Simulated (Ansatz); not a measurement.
The figure comes from a scan of NaF (rock salt): a phonon pattern at X = (0.5, 0.5, 0.0) is frozen into a 4-atom cell, Q being the largest atomic displacement. Level of theory: PBE (plane waves to 420 eV, PAW, scalar-relativistic; Ansatz, a first-principles code). k mesh 12×12×12 (Γ-centred), Fermi-Dirac smearing 0.05 eV. Energies are smeared free energies. NaF was relaxed with its symmetry unable to fall. The relaxed volume of NaF is well above the measured one; the method has no dispersion term. ΔE is measured from the undisplaced structure.

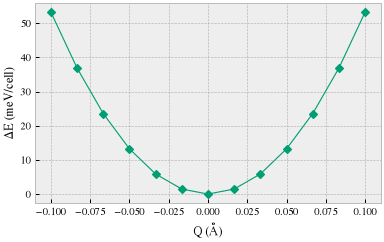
Figure: ΔE (meV/cell) against Q (Å); markers are the computed points, lines only join them.

Question: Turn the plot into a table (rounded to what can be read).

Answer: To the nearest 1:

| Q (Å) | ΔE (meV/cell) |
|---|---|
| -0.100 | 53 |
| -0.083 | 37 |
| -0.067 | 24 |
| -0.050 | 13 |
| -0.033 | 6 |
| -0.017 | 1 |
| 0.000 | 0 |
| 0.017 | 1 |
| 0.033 | 6 |
| 0.050 | 13 |
| 0.067 | 24 |
| 0.083 | 37 |
| 0.100 | 53 |

(A displaced cell: forces are minus the slopes of the energy, force constants its curvatures, and phonons follow from these.)
